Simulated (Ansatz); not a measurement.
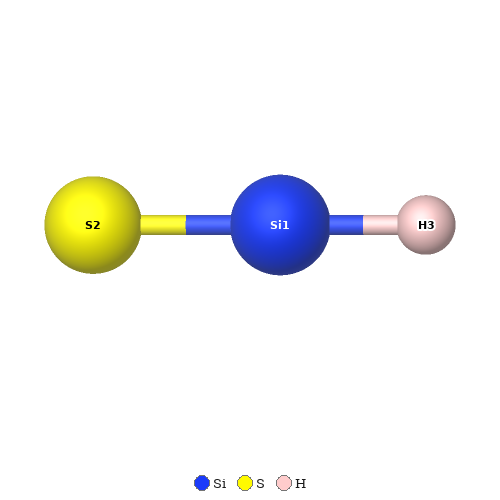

The system is HSSi, SMILES [SiH+]=S, charge +1; the picture shows the reference structure. First axis: angle S2–Si1–H3 (carried through 180). Second axis: change of the bonds Si1–S2, Si1–H3, all alike. Nothing is relaxed (all other coordinates rigid). The scan uses a 15 × 15 grid; 120 points were computed and 105 follow by symmetry. Points are written as (first, second). All energies are given in kcal/mol relative to the relaxed molecule at the same level. The restricted reference is unstable at some or all points, so the energies there are unreliable. These are results of RHF-MP2, frozen core/def2-TZVP (Ansatz 0.2.0), not measurements.

Its coordinates:

```xyz
3

Si   -0.0110   -0.1382   -0.0212
S     0.1371    1.7258    0.2644
H    -0.1261   -1.5876   -0.2433
```

Range: angle S2–Si1–H3 (carried through 180) from 140.0 to 220.0°; change of the bonds Si1–S2, Si1–H3, all alike from −0.185 to 0.286 Å.

Predict the map.

The lowest grid point is at (180.0°, 0.017 Å), 0.18 kcal/mol from the relaxed molecule at the same level. No other kind of well shows on this grid. The highest grid point, (140.0°, 0.286 Å), lies 40.0 kcal/mol above the lowest. Round the minimum the two coordinates are nearly uncoupled.

```
second ↓, first →  140.0  145.7  151.4  157.1  162.9  168.6  174.3  180.0  185.7  191.4  197.1  202.9  208.6  214.3  220.0
            0.286   40.2   38.8   37.7   36.9   36.2   35.8   35.5   35.4   35.5   35.8   36.2   36.9   37.7   38.8   40.2
            0.252   33.6   32.2   31.1   30.2   29.5   29.0   28.7   28.7   28.7   29.0   29.5   30.2   31.1   32.2   33.6
            0.219   27.7   26.3   25.1   24.2   23.4   22.9   22.6   22.5   22.6   22.9   23.4   24.2   25.1   26.3   27.7
            0.185   22.2   20.7   19.5   18.5   17.8   17.2   16.9   16.8   16.9   17.2   17.8   18.5   19.5   20.7   22.2
            0.151   17.4   15.8   14.6   13.5   12.7   12.2   11.8   11.7   11.8   12.2   12.7   13.5   14.6   15.8   17.4
            0.118   13.4   11.8   10.5    9.4    8.6    8.0    7.6    7.5    7.6    8.0    8.6    9.4   10.5   11.8   13.4
            0.084   10.3    8.6    7.2    6.0    5.1    4.5    4.1    4.0    4.1    4.5    5.1    6.0    7.2    8.6   10.3
            0.050    8.1    6.4    4.9    3.7    2.7    2.0    1.6    1.5    1.6    2.0    2.7    3.7    4.9    6.4    8.1
            0.017    7.2    5.4    3.8    2.5    1.5    0.8    0.3    0.2    0.3    0.8    1.5    2.5    3.8    5.4    7.2
           −0.017    7.7    5.7    4.0    2.7    1.6    0.8    0.3    0.2    0.3    0.8    1.6    2.7    4.0    5.7    7.7
           −0.050    9.6    7.5    5.8    4.3    3.2    2.4    1.9    1.7    1.9    2.4    3.2    4.3    5.8    7.5    9.6
           −0.084   13.5   11.3    9.4    7.9    6.7    5.8    5.3    5.1    5.3    5.8    6.7    7.9    9.4   11.3   13.5
           −0.118   19.5   17.2   15.2   13.6   12.3   11.4   10.9   10.7   10.9   11.4   12.3   13.6   15.2   17.2   19.5
           −0.151   27.7   25.3   23.2   21.5   20.2   19.3   18.7   18.5   18.7   19.3   20.2   21.5   23.2   25.3   27.7
           −0.185   39.1   36.5   34.3   32.6   31.2   30.2   29.6   29.4   29.6   30.2   31.2   32.6   34.3   36.5   39.1
```

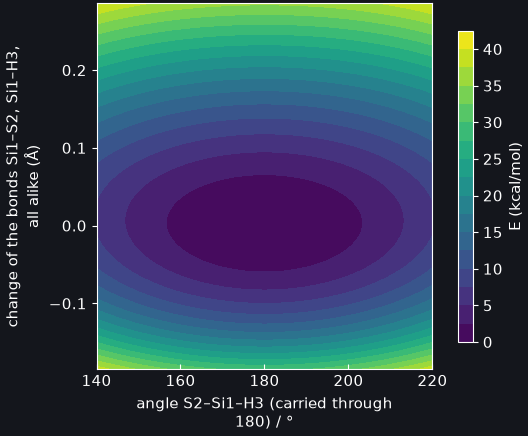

Drawn: filled contours. Between grid points the surface is interpolated.

Time for the 120 points that were run: 3.9 min on 1 thread of Intel(R) Xeon(R) Platinum 8259CL CPU @ 2.50GHz (Skylake/Cascade Lake), with other jobs on the host.
